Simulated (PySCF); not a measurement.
Single-point calculation of BNH₃

BNH₃, multiplicity 2, computed with PBE/STO-6G, UKS (PySCF 2.14.0).

The geometry comes from this level: PBE0-D4/def2-TZVP.

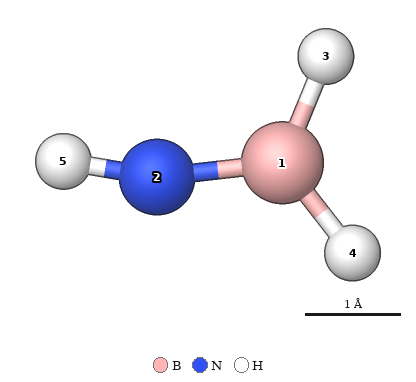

Figure 1. The structure (ball-and-stick view, seen on its broad side; atoms are numbered from 1 in the order of the input). Bond lengths as drawn: B–H 1.20 to 1.21 Å, B–N 1.33 Å and H–N 1.00 Å.

Input (job.py)
```python
from pyscf import gto, dft

system = gto.Mole()
system.atom = '''
B   -0.310800  -0.370100  -0.091600
N    0.531200   0.655200  -0.019800
H   -0.414800  -1.107400   0.862500
H   -0.964100  -0.573100  -1.081900
H    1.208400   1.321700   0.289300
'''
system.spin = 1
system.max_memory = 1860
system.verbose = 3
system.basis = 'sto-6g'
system.build()

calc0 = dft.UKS(system, xc='pbe')
calc0.grids.level = 5
calc0.conv_tol = 1e-10
calc0.kernel()
if not calc0.converged:
    calc0 = calc0.newton().run(calc0.mo_coeff, calc0.mo_occ)

energy = calc0.e_tot
print('Final energy', energy)
```

Launch command:
```bash
OMP_NUM_THREADS=1 python job.py
```

What the program printed
```
WARN: HOMO -0.202525782640088 >= LUMO -0.202525782640088

converged SCF energy = -80.9808658861093  <S^2> = 0.756023  2S+1 = 2.006014
Final energy -80.98086588610926
```

Summary

- outcome: converged
- total energy: −80.980866 hartree
- basis functions: 13
- ⟨S²⟩: 0.756
- dipole moment: 1.76 D
- hardware: 1 thread of AMD EPYC (Zen 4), 16 GiB of memory available, shared host
- wall time: 2.9 s
- peak memory: 0.18 GiB
